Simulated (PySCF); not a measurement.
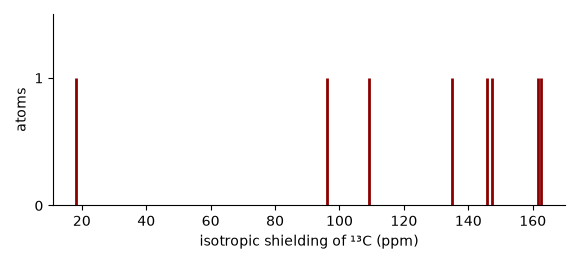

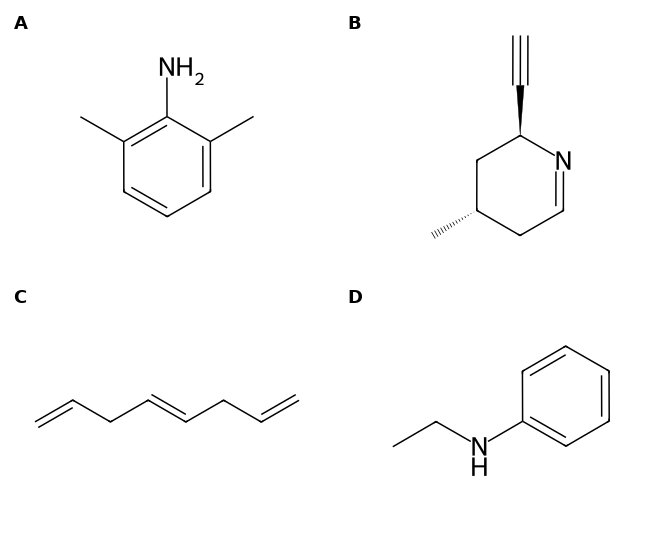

The sticks are computed shieldings of one of the molecules, for one fixed geometry (GFN2-xTB) without averaging over rotations. Low shielding means a high chemical shift. Method: GIAO PBE0/pcSseg-1 NMR shielding, non-relativistic, gas phase (PySCF 2.14.0).

> Match the spectrum to a structure.

B, `C#C[C@@H]1C[C@@H](C)CC=N1`. Its 8 C atoms give lines at 18.3, 96.2, 109.1, 134.8, 145.9, 147.3, 161.8, 162.7 ppm.
